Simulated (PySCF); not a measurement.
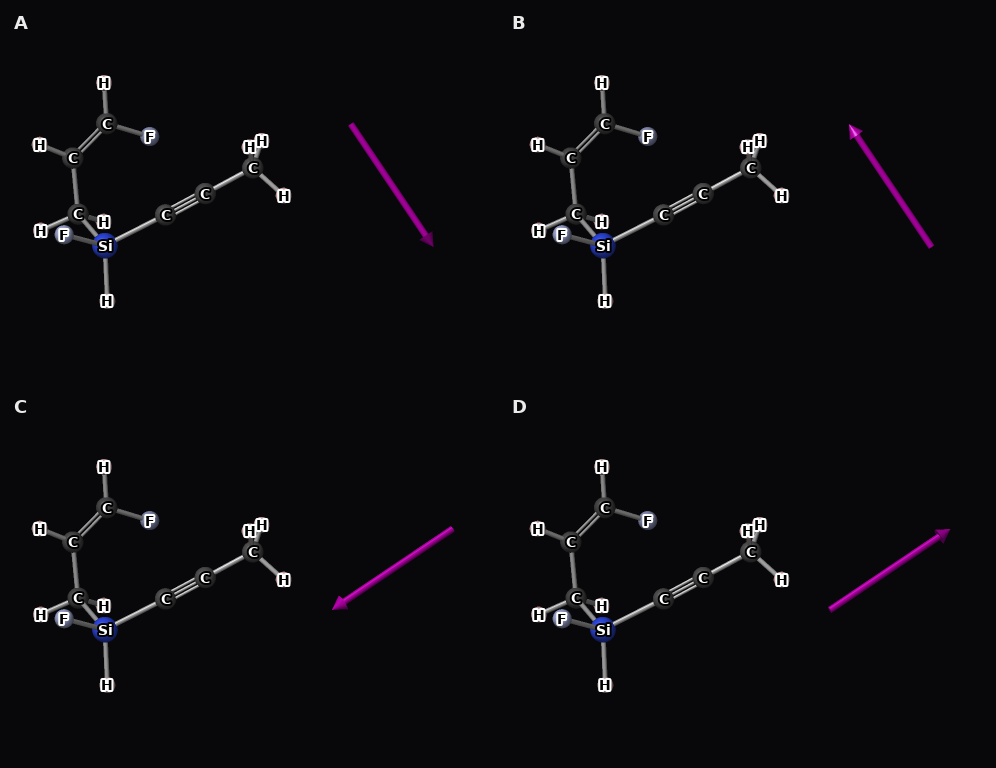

The same molecule four times, each with an arrow. The geometry was computed by an optimisation with GFN2-xTB. No frequency run is at hand to confirm it as a minimum. Properties computed with PBE0/pcSseg-1, gas phase (PySCF 2.14.0).

Which arrow points along the dipole moment, from the negative to the positive end?

Answer. D. The dipole moment is 1.64 D.

The geometry is semi-empirical. Around Si such bond lengths and angles can be off by a tenth of an ångström or more and by several degrees, and values that hang on the shape move with them.
